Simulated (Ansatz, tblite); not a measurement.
# Cu(NH3)Cl (ClCuH₃N): rung by rung, part 2 of 2

Aim: run the singlet of Cu(NH3)Cl (ClCuH₃N) at one geometry on many levels, and compare frontier levels, spin and run time.

Ansatz 0.2.0, Gaussian basis; as each input shows. The steps go on from the part before.

## 18. CCSD(T)/def2-TZVPP

in.yaml

```yaml
crystal:
  periodic: [false, false, false]
  atoms:
    - {symbol: Cu, position_ang: [-0.005563, 0.002916, -1.139146]}
    - {symbol: N, position_ang: [0.003494, -0.001861, 0.816870]}
    - {symbol: H, position_ang: [-0.407455, 0.849013, 1.190708]}
    - {symbol: H, position_ang: [0.949496, -0.071238, 1.181414]}
    - {symbol: H, position_ang: [-0.525946, -0.786296, 1.186977]}
    - {symbol: Cl, position_ang: [-0.014037, 0.007457, -3.236824]}
basis:
  gaussian: {orbitals: def2-TZVPP, initial_orbitals: start.molden}
correlation: {method: ccsd_t, frozen_orbitals: {Cl: 5, Cu: 9, H: 0, "N": 1}}
scf: {omitted_lower_state_checks: [starts]}
output: {orbitals: {seedname: orbitals}}
```

Started as:

```
$ ansatz run in.yaml --threads 4 --pin off --events-out ev --progress --plain --max-ram 3916MiB
```

What it wrote, shortened:

```text
Functional definition: HF
  name "HF"
  cite "Fock, Z. Phys. 61, 126 (1930) doi:10.1007/BF01340294"
  parent pbe
[...]
1115 factors; integrals over basis functions are off by at most 1.4e-3 eV
[...]
mean field -58633.89793209 eV, -2154.7560055208 hartree, gradient 3.0e-6 eV, S^2 0.000000; 0 other end points of the search recorded, 0 dependent functions left out
15 core orbitals not correlated: weight in the atoms' cores, before any rotation towards them, 1.000 or more for the frozen orbitals, at most 0.000 for the correlated occupied ones
reference -58633.89793209 eV, -2154.7560055208 hartree; 13, 13 occupied and 151, 151 virtual orbitals, 1115 factors
second order -25.86724083 eV of doubles, -0.00000000 eV of singles
cycle   1  -23.28321318 eV  change     2.6e0 eV  update   2.0e-1
[...]
cycle  14  -24.56895385 eV  change    2.6e-5 eV  update   8.1e-6
perturbative correction -1.03193383 eV, -0.0379228689 hartree
Total energy: -58659.49881977 eV, -2155.6968207903 hartree
Checks for a lower state left out: starts
```

It took 31 s on 4 threads of Arm Neoverse V2, shared host; peak memory 1.6 GiB.

Hartree-Fock HOMO -9.79 eV, LUMO 1.52 eV; T1 0.023.

## 19. MP2/def2-TZVP

Changes to in.yaml since step 18:

```diff
@@ -10,4 +10,4 @@
 basis:
-  gaussian: {orbitals: def2-TZVPP, initial_orbitals: start.molden}
-correlation: {method: ccsd_t, frozen_orbitals: {Cl: 5, Cu: 9, H: 0, "N": 1}}
+  gaussian: {orbitals: def2-TZVP, initial_orbitals: start.molden}
+correlation: {method: mp2, frozen_orbitals: {Cl: 5, Cu: 9, H: 0, "N": 1}}
 scf: {omitted_lower_state_checks: [starts]}
```

The command is unchanged.

What it wrote:

```text
Functional definition: HF
  name "HF"
  cite "Fock, Z. Phys. 61, 126 (1930) doi:10.1007/BF01340294"
  parent pbe
  exchange = exact_x
  correlation = 0
these checks for a lower state are left out or cut short: starts
1030 factors; integrals over basis functions are off by at most 1.1e-3 eV
mean field evaluation 1: about -58632.5730 eV, gradient 3.3e1 eV
mean field evaluation 2: about -58633.4661 eV, gradient 1.6e0 eV
mean field evaluation 4: about -58633.7844 eV, gradient 7.5e-2 eV
mean field evaluation 8: about -58633.7845 eV, gradient 1.9e-6 eV
mean field -58633.78447621 eV, -2154.7518360942 hartree, gradient 5.3e-6 eV, S^2 0.000000; 0 other end points of the search recorded, 0 dependent functions left out
15 core orbitals not correlated: weight in the atoms' cores, before any rotation towards them, 1.000 or more for the frozen orbitals, at most 0.000 for the correlated occupied ones
reference -58633.78447621 eV, -2154.7518360942 hartree; 13, 13 occupied and 103, 103 virtual orbitals, 1030 factors
second order -23.36606284 eV of doubles, -0.00000000 eV of singles
Total energy: -58657.15053905 eV, -2155.6105230654 hartree
Checks for a lower state left out: starts
```

Wall time 0.95 s (4 threads of Arm Neoverse V2, shared host).

Hartree-Fock HOMO -9.76 eV, LUMO 1.57 eV.

## 20. RPA/def2-TZVP

Changes to in.yaml since step 19:

```diff
@@ -11,4 +11,4 @@
   gaussian: {orbitals: def2-TZVP, initial_orbitals: start.molden}
-correlation: {method: mp2, frozen_orbitals: {Cl: 5, Cu: 9, H: 0, "N": 1}}
+hamiltonian: {xc: pbe}
+correlation: {method: rpa, frozen_orbitals: {Cl: 5, Cu: 9, H: 0, "N": 1}}
 scf: {omitted_lower_state_checks: [starts]}
-output: {orbitals: {seedname: orbitals}}
```

The command is unchanged.

What it wrote, shortened:

```text
Functional definition: PBE
  name "PBE"
  cite "Perdew, Burke & Ernzerhof, Phys. Rev. Lett. 77, 3865 (1996) doi:10.1103/PhysRevLett.77.3865"
  parent pbe
[...]
1030 factors; integrals over basis functions are off by at most 1.1e-3 eV
[...]
mean field -58692.64259713 eV, -2156.9148321423 hartree, gradient 4.2e-6 eV, S^2 0.000000; 0 other end points of the search recorded, 0 dependent functions left out
15 core orbitals not correlated: weight in the atoms' cores, before any rotation towards them, 1.000 or more for the frozen orbitals, at most 0.000 for the correlated occupied ones
reference -58632.03172350 eV, -2154.6874236201 hartree; 13, 13 occupied and 103, 103 virtual orbitals, 1030 factors
Total energy: -58664.80932509 eV, -2155.8919782610 hartree
Checks for a lower state left out: starts
```

Wall time 1.9 s (4 threads of Arm Neoverse V2, shared host).

## 21. Levels side by side

| level | functions | HOMO (eV) | LUMO (eV) | gap (eV) | time |
| --- | --- | --- | --- | --- | --- |
| HF/STO-3G | 35 | -3.46 | 4.80 | 8.26 | 0.25 s |
| HF/6-31G | 57 | -9.31 | 2.16 | 11.48 | 0.25 s |
| PBE-D4/def2-SVP | 78 | -4.35 | -1.26 | 3.09 | 0.65 s |
| PBE-D4/def2-TZVP | 131 | -5.03 | -1.65 | 3.38 | 0.95 s |
| BLYP-D4/def2-TZVP | 131 | -4.93 | -1.69 | 3.24 | 0.95 s |
| r2SCAN-D4/def2-TZVP | 131 | -5.22 | -1.06 | 4.15 | 2.3 s |
| r2SCANh-D4/def2-TZVP | 131 | -5.84 | -0.80 | 5.04 | 2.7 s |
| B3LYP-D4/6-31G | 57 | -5.41 | -0.74 | 4.67 | 0.65 s |
| B3LYP-D4/def2-TZVP | 131 | -6.29 | -1.19 | 5.10 | 1.2 s |
| PBE0-D4/def2-SVP | 78 | -5.97 | -0.47 | 5.50 | 0.8 s |
| PBE0-D4/def2-TZVP | 131 | -6.54 | -0.83 | 5.71 | 1.8 s |
| r2SCAN0-D4/def2-TZVP | 131 | -6.72 | -0.43 | 6.29 | 2.5 s |
| HSE06-D4/def2-TZVP | 131 | -6.13 | -1.19 | 4.93 | 1.4 s |
| LC-ωPBE/def2-TZVP | 131 | -9.25 | 1.21 | 10.47 | 1.3 s |

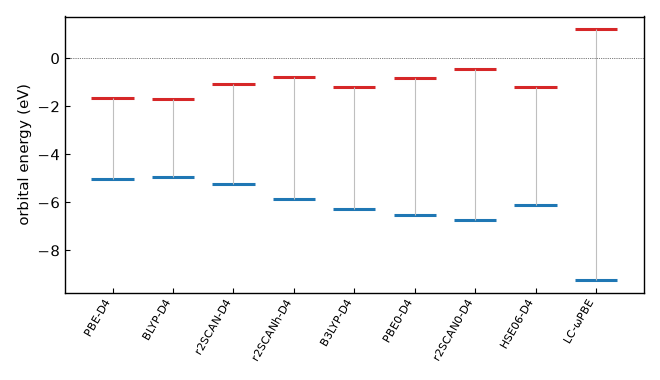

Highest filled (blue) and lowest empty (red) level in def2-TZVP.

The pieces so far (eV):

| basis | HF | MP2 correlation | CCSD correlation | (T) | total |
| --- | --- | --- | --- | --- | --- |
| def2-TZVPP | -58633.8979 | -25.8672 | -24.5690 | -1.0319 | -58659.4988 |
| def2-TZVP | -58633.7845 | -23.3661 |  |  | -58657.1505 (MP2) |

## 22. Binding energy

Free atoms were run apart at each level; binding is atoms less cluster, divided by the number of atoms, without zero-point or spin-orbit terms.

Differences are taken before rounding.

| method | binding an atom (eV) | from CCSD(T)/def2-TZVPP (eV) | time |
| --- | --- | --- | --- |
| HF/6-31G | 2.140 | -0.842 | 0.25 s |
| HF/def2-TZVP | 2.040 | -0.943 |  |
| HF/def2-TZVPP | 2.058 | -0.925 |  |
| PBE-D4/def2-SVP | 3.160 | +0.178 | 0.65 s |
| PBE-D4/def2-TZVP | 3.104 | +0.121 | 0.95 s |
| BLYP-D4/def2-TZVP | 3.048 | +0.066 | 0.95 s |
| r2SCAN-D4/def2-TZVP | 3.065 | +0.082 | 2.3 s |
| r2SCANh-D4/def2-TZVP | 3.033 | +0.050 | 2.7 s |
| B3LYP-D4/6-31G | 3.092 | +0.109 | 0.65 s |
| B3LYP-D4/def2-TZVP | 3.033 | +0.051 | 1.2 s |
| PBE0-D4/def2-SVP | 3.062 | +0.079 | 0.8 s |
| PBE0-D4/def2-TZVP | 3.020 | +0.038 | 1.8 s |
| r2SCAN0-D4/def2-TZVP | 2.987 | +0.005 | 2.5 s |
| HSE06-D4/def2-TZVP | 3.022 | +0.039 | 1.4 s |
| LC-ωPBE/def2-TZVP | 3.038 | +0.056 | 1.3 s |
| MP2/def2-TZVP | 2.977 | -0.005 | 0.95 s |
| CCSD/def2-TZVPP | 2.924 | -0.058 |  |
| CCSD(T)/def2-TZVPP | 2.983 | 0 | 31 s |

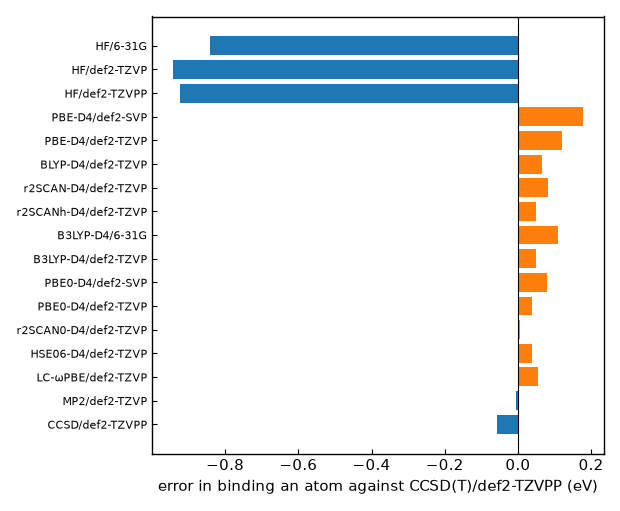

Deviations from CCSD(T)/def2-TZVPP, method by method.

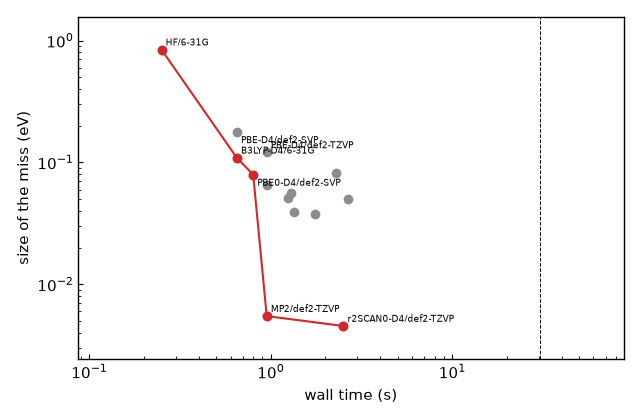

Accuracy for the time spent; red marks the levels that beat every quicker one drawn (of those quicker than the yardstick), and the dashed line is the time of CCSD(T)/def2-TZVPP. Only those levels and the largest misses are named. Times are from a shared host.

## 23. Outcome

What follows sums up all 2 parts.

| quantity | value |
| --- | --- |
| gap in def2-TZVP, named functionals, smallest and largest | 3.24 eV (BLYP-D4), 10.47 eV (LC-ωPBE) |
| correlation energy, CCSD(T)/def2-TZVPP | -25.60 eV |
| correlation energy, MP2/def2-TZVP | -23.37 eV |
| binding an atom, CCSD(T)/def2-TZVPP | 2.983 eV |
| PBE0 total energy, smallest basis above largest | 12.84 eV (def2-SVP, def2-TZVP) |

In words: Over the named functionals in def2-TZVP the gap runs from 3.24 eV (BLYP-D4) to 10.47 eV (LC-ωPBE); exact exchange widens it. A small miss in a minimal or small basis is a cancelling of errors, not accuracy. The functionals in def2-TZVP miss CCSD(T)/def2-TZVPP by +0.005 (r2SCAN0-D4) to +0.121 eV (PBE-D4) an atom. The reference is CCSD(T) in one finite basis, so it carries an error of its own, often a tenth of an eV or more, and near misses can't be ranked.

For cost: r2SCAN0-D4/def2-TZVP gets within 0.005 eV in 2.5 s, where CCSD(T)/def2-TZVPP took 31 s; the quickest level in the cost chart, HF/6-31G, takes 0.25 s and misses by 0.842 eV. The slowest run with a step of its own, CCSD(T)/def2-TZVPP, took 31 s; the quickest functional in def2-TZVP took 0.95 s (shared host).
